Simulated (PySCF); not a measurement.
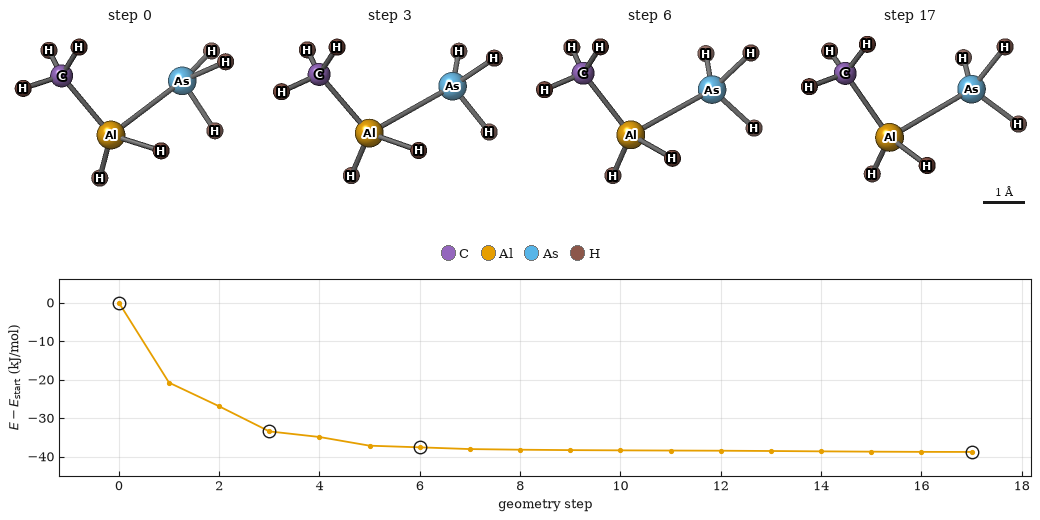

Frames of a relaxation of CH8AlAs, marked on the history of the run. A ball-and-stick model, seen at a tilt.

The start comes from GFN2-xTB. Its atoms were then displaced at random by about 0.01 Å.

The calculation used PySCF, PBE0-D3(BJ)/def2-SVP geometry optimisation, gas phase. 

**What happens along the run?**

Over 17 geometry steps the energy falls by 38.8 kJ/mol. The largest move after the best rigid fit is that of an H atom, 0.71 Å. Largest moves by element: H 0.71 Å, As 0.37 Å, C 0.12 Å, Al 0.08 Å. Near-neighbour distances that change, for instance: Al–H 1.564 → 1.605 Å, C–H 1.080 → 1.104 Å, As–H 1.490 → 1.511 Å, C–H 1.119 → 1.102 Å. Bond angles that change, for instance: Al–As–H 165.4° → 121.7°, Al–As–H 92.6° → 118.2°, Al–As–H 104.9° → 120.0°. Cost: 97 s on 1 thread of Intel(R) Xeon(R) Platinum 8259CL CPU @ 2.50GHz (shared host). From step 0 to 3: an H atom moves most (0.37 Å), energy −33.5 kJ/mol. From step 3 to 6: an H atom moves most (0.33 Å), energy −4.14 kJ/mol. From step 6 to 17: an H atom moves most (0.25 Å), energy −1.20 kJ/mol.

```csv
step,"E − E(0), kJ/mol"
0,0.00
1,-20.79
2,-26.94
3,-33.46
4,-34.92
5,-37.18
6,-37.61
7,-38.06
8,-38.22
9,-38.33
10,-38.39
11,-38.44
12,-38.49
13,-38.56
14,-38.65
15,-38.73
16,-38.79
17,-38.81
```
